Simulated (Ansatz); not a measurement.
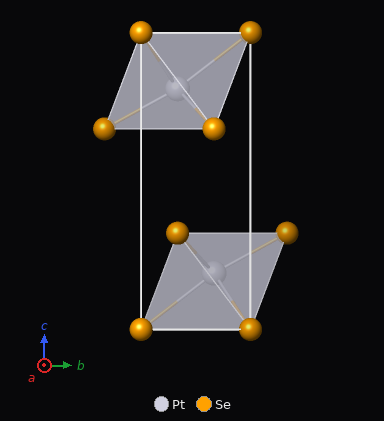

Structure drawing (polyhedral), viewed along the a axis. The lines enclose the conventional unit cell; boundary atoms appear with their images. Some neighbours outside the box are added.

Cell parameters: a = 3.762 Å, b = 3.762 Å, c = 8.836 Å, α = 90.00°, β = 90.00°, γ = 120.00°.

The composition is Pt$_{2}$Se$_{3}$.

What is Pt bonded to?

Answer. Six Se in a distorted octahedral arrangement at about 2.5 to 2.7 Å.

Is the bonded network molecular, chain-like, layered or three-dimensional?

Answer. The bonds build Pt2Se3 layers parallel to (001).

How do the coordination polyhedra connect to each other, and what are they?

Answer. The polyhedra are PtSe6 octahedra; they share corners and edges.

Starting structure: a textbook structure type filled with these elements (whether it is the usual form wasn't checked). What is shown is the relaxed result from DFT PBE, scalar-relativistic, plane waves, PAW in Ansatz 0.2.0.
